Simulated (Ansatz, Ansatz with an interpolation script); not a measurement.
# From a coarse GW mesh to bands everywhere: K2TeCl6 (Fm-3m), part 3 of 3

G0W0 gives levels on a mesh alone; what do the bands of K2TeCl6 (Fm-3m) look like between the points?

Ansatz 0.2.0; LDA, Wannier functions and G0W0, plane waves, PAW. Known limits of the many-body steps: not at the basis limit; no spin-orbit coupling; coarse k mesh.

So far. Step 4 (G0W0 at every point of the mesh: 2×2×2 mesh, 1087 empty …): The gap on the mesh goes from 2.37 eV to 4.06 eV, a correction of +1.70 eV. Between the two edge states, bare exchange in place of the xc potential would open the gap by 6.31 eV, and correlation takes back 4.61 eV. Step 6 (LDA+SOC bands, for comparison): The gap stands −0.10 eV against LDA.

The database entry behind the starting cell is an old determination (1935), so it need not match the best structure at ambient conditions.

### 7. HSE06 bands, for comparison

This step: DFT, HSE06, plane waves, PAW; PAW set soft_1.

input.yaml

```yaml
crystal:
  lattice:
    - [0.0, 5.0699704141, 5.0699704141]
    - [5.0699704141, 0.0, 5.0699704141]
    - [5.0699704141, 5.0699704141, 0.0]
  atoms:
    - { symbol: K, position: [0.25, 0.25, 0.25] }
    - { symbol: K, position: [0.75, 0.75, 0.75] }
    - { symbol: Te, position: [0.0, 0.0, 0.0] }
    - { symbol: Cl, position: [0.25, 0.25, 0.75] }
    - { symbol: Cl, position: [0.75, 0.75, 0.25] }
    - { symbol: Cl, position: [0.25, 0.75, 0.25] }
    - { symbol: Cl, position: [0.25, 0.75, 0.75] }
    - { symbol: Cl, position: [0.75, 0.25, 0.75] }
    - { symbol: Cl, position: [0.75, 0.25, 0.25] }
kpoints:
  mp_grid: { grid: [4, 4, 4] }
  band_path:
    path:
      - [[0.0, 0.0, 0.0], [0.5, 0.0, 0.5], [0.625, 0.25, 0.625]]
      - [[0.375, 0.375, 0.75], [0.0, 0.0, 0.0], [0.5, 0.5, 0.5], [0.5, 0.25, 0.75], [0.5, 0.0, 0.5]]
    npoints: 10
hamiltonian:
  xc: hse06
  pseudopotentials: { kind: paw, azcp: { folder: soft_1 } }
scf:
  occupations: { method: fixed }
  n_extra_bands: 7
output:
  eigenvalues: true
  write_density: true
  write_potential: true
  elf: true
  volumetric_format: npy
```

Run with:

```sh
$ ansatz run input.yaml --threads 2 --pin off --max-ram 92160MiB --backend cuda --events-out ev --progress --plain --runs-dir out --devices 1 --max-vram 13GiB
```

Numbers of over 12 decimals in the logs are rounded to 6 here.

The program printed:

```text
[...]
GPUs: using 1 of 1 available (devices: 1).
[...]
davidson cushion auto → on  (no smearing: the cushion is to keep the highest requested band from converging to the state above it; pin scf.eigensolver.cushion to override)
[...]
GPU FFT provider: cuFFT
GPU libraries: cuBLAS 13.8.2, cuFFT 12.4.0, cuSOLVER 12.3.4
Crystal: 9 atoms, lattice volume = 260.643 Å³
Basis set: ecut = 420 eV, 5029 PW (Γ)
Bands: 45, of which v1, the nominal top of the filled ones, is band 38 counted from 1 (37 counted from 0)
Symmetry: 48 space group operations
[...]
k-points: 8 of 64
[...]
GPU buffer pool allocated for 110592 grid points (all kernels)
[...]
SCF iter   1: F=—  HF=-16546.649268 eV  |F-HF|=—  |Δ(HF+E_count)|=         —  Δρ=3.59e-2  dr2=5.67e0  ethr=1.00e-1  ⟨swp⟩=7.8  Hψ=1093  notcnv=0
[...]
SCF iter   6: F=-16543.797387 eV  HF=-16543.797332 eV  |F-HF|=5.44e-5  |Δ(HF+E_count)|=   8.06e-4  Δρ=1.91e-4  dr2=8.98e-5  ethr=2.66e-6  ⟨swp⟩=5.9  Hψ=1035  notcnv=0  defer=9
SCF 1 stopped early in 6 iterations: F = -16543.797387 eV  dr2 = 8.98e-5
[...]
GPU FFT provider: cuFFT
GPU libraries: cuBLAS 13.8.2, cuFFT 12.4.0, cuSOLVER 12.3.4
[...]
GPU buffer pool allocated for 110592 grid points (all kernels)
[...]
SCF 2 stopped early in 5 iterations: F = -16553.724978 eV  dr2 = 5.76e-6
[...]
hybrid outer 1: dexx = +1.417e-2 eV, tail = 1.37e-4 eV
GPU FFT provider: cuFFT
GPU libraries: cuBLAS 13.8.2, cuFFT 12.4.0, cuSOLVER 12.3.4
GPU buffer pool allocated for 110592 grid points (all kernels)
[...]
Frozen-core exchange: fock
SCF iter   1: F=—  HF=-16553.724721 eV  |F-HF|=—  |Δ(HF+E_count)|=         —  Δρ=2.62e-5  dr2=2.27e-6  ethr=9.01e-7  ⟨swp⟩=2.8  Hψ=801  notcnv=0
[...]
SCF iter   3: F=-16553.724722 eV  HF=-16553.724722 eV  |F-HF|=1.12e-8  |Δ(HF+E_count)|=   6.67e-7  Δρ=2.66e-6  dr2=1.70e-8  ethr=1.74e-10  ⟨swp⟩=6.4  Hψ=1171  notcnv=0  defer=5
SCF 3 converged in 3 iterations: F = -16553.724722 eV  dr2 = 1.70e-8
hybrid outer 2: dexx = +7.520e-7 eV, tail = 5.20e-8 eV, Δε = 1.94e-3 eV (about 8.28e-5 eV left of the loop's levels)
[...]
hybrid SCF converged: 2 outer / 8 inner (+6 warm-up), last move |dexx| = 7.52e-7 eV, tail = 5.20e-8 eV
Stability not checked: this state was not tested for a lower state beside it, because the functional holds exact exchange (a hybrid, or Hartree-Fock), whose exchange loop this test does not read (fock_operator; see scf.lower_state_search)
Free energy (F): -16553.724722 eV
Frozen-core exchange: fock
[...]
Internal energy: -16553.724722 eV  (E = F + TS)
E sigma→0 (E₀):  -16553.724722 eV
Fermi energy:    2.363899 eV
[...]
--- Band table (eV; the first three rows and the last of 8) ---
  k-point 0: bands = [... 34 lower, 0.9681, 0.9681, 0.9681, 1.1315, 6.0305, 6.0305, 6.0305, 7.6674, ... 3 higher]
  k-point 1: bands = [... 34 lower, 0.7994, 0.7994, 0.8506, 1.6744, 5.8139, 6.4031, 6.4031, 8.2099, ... 3 higher]
  k-point 2: bands = [... 34 lower, 0.6355, 0.6471, 0.6471, 2.0870, 5.5676, 6.7653, 6.7653, 9.2302, ... 3 higher]
  k-point 7: bands = [... 34 lower, 0.2786, 0.6390, 0.6390, 2.3639, 6.3747, 6.5627, 6.5627, 10.0816, ... 3 higher]
```

Run time: 4.2 min. Hardware: 1 × NVIDIA H100 80GB HBM3 (shared by 6 runs) with 2 threads of AMD EPYC 7R13 (Zen 3), shared host; peak memory 1.5 GiB; 8 min of CPU time.

Numbers from this step:

```
filled bands         : 38
gap                  : 3.204 eV
valence top at       : W
conduction bottom at : L
least direct gap     : 3.481 eV
```

The gap stands +0.84 eV against LDA.

Electronic bands along the path, in eV, zero at the top of the highest nominally filled band:

```
    point  band 35  band 36  band 37  band 38  band 39  band 40  band 41  band 42
        Γ    -1.40    -1.40    -1.40    -1.23     3.67     3.67     3.67     5.30
        X    -2.07    -2.07    -1.41     0.00     4.05     4.05     4.32     7.31
        U    -1.98    -1.97    -1.55    -0.02     3.86     4.25     4.27     7.48
jump to K    -1.98    -1.97    -1.55    -0.02     3.86     4.25     4.27     7.48
        Γ    -1.40    -1.40    -1.40    -1.23     3.67     3.67     3.67     5.30
        L    -1.73    -1.72    -1.72    -0.28     3.20     4.40     4.40     6.87
        W    -2.09    -1.72    -1.72     0.00     4.01     4.20     4.20     7.72
        X    -2.07    -2.07    -1.41     0.00     4.05     4.05     4.32     7.31
```

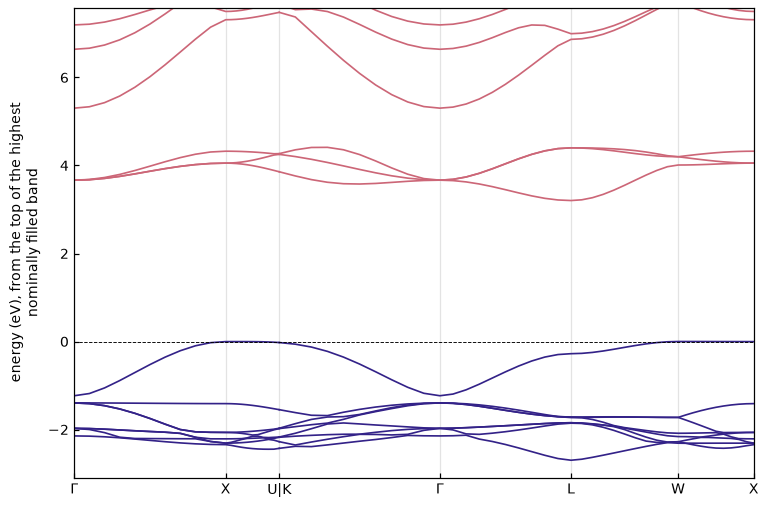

Electronic bands along the path; lines of filled and empty bands in two colours.

### 8. Outcome

* LDA gap: 2.36 eV
* G0W0 gap over the zone: 4.06 eV, indirect
* least direct G0W0 gap, in the model: 4.35 eV
* with the spin-orbit change: 3.96 eV
* GW settings: 2×2×2 mesh, 1087 empty bands, screening to 150 eV, PAW set soft_1 files
* known limits: not at the basis limit; no spin-orbit coupling; coarse k mesh

In words: The Wannier model follows the LDA bands to 1 meV r.m.s. near the gap. The G0W0 gap over the zone is 4.06 eV, indirect, from W to L; on the mesh alone it is 4.06 eV, nearly the same. The valence width in the model goes from 3.06 eV to 3.47 eV. At the band edge the lightest electron mass is 0.51 m_e at the start and 0.48 m_e in G0W0; the G0W0 masses rest on corrections from the 2×2×2 mesh alone and are rough. LDA+SOC gives a gap of 2.26 eV on the same path, a spin-orbit change of −0.10 eV that would bring the G0W0 gap to 3.96 eV. HSE06 gives a gap of 3.20 eV on the same path. Bands and cutoff are finite, so the gap is not at the basis limit. The miss can reach some tenths of an eV and take either sign; the mesh is an error of its own. Above the frozen window of the model the interpolated levels need not meet the computed ones, even at points of the mesh. The 2×2×2 mesh is coarse for this cell (its supercell is 14 Å along the shortest edge). The RPA ε∞ on it, from the LDA start, is 3.62; such meshes misread the long-range screening, most where the gap is narrow.

[Paths, hosts, dates, memory and timing lines, banners, echoed tables and standing remarks are left out of the program output.]

[Logs are printed without paths, hosts, clocks, repeated set-up lines and the standing remarks that a program may print on its own settings, such as how far it seeks lower states.]

[Runs of the session that timed out or met a known fault of the program may be left out.]

[Hosts, paths, dates, database ids (printed as entryN), source tags and the programs' standing remarks are cut or masked in the printed files.]
